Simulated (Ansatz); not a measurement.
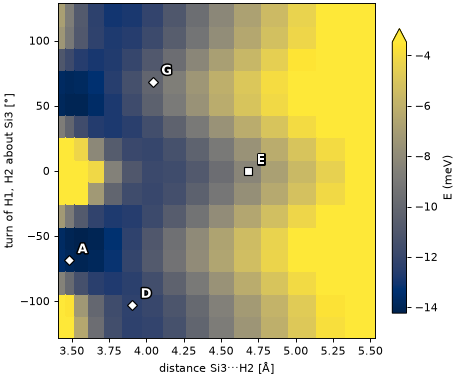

The pair H₂···H₄Si. The turn is about an axis along (−0.32, −0.95, 0.01) in the frame of the relaxed pair, normal to the line between the partners. Coordinates scanned: (1) distance Si3···H2; (2) turn of H1, H2 about Si3. Grid: 15 × 15 points. Points are written as (first, second). All energies are given in meV relative to the two partners far apart, frozen as in the relaxed pair, each in its own basis (no counterpoise correction). Theory: RKS PBE0-D4/def2-TZVPD in Ansatz.

Drawn: one coloured cell a grid point, one colour for all values above the top of the scale, lettered points.

Question: What kind of point is each of D, E, G: minimum, saddle, maximum or slope?

Answer: D: saddle point; E: on a slope; G: on a slope. (In these two coordinates alone; a stationary point may lie a little off the grid point.)

Question: Rank the lettered points by energy, lowest first.

Answer: A (−13.9 meV), D (−12.3 meV), G (−10.1 meV), E (−8.3 meV).
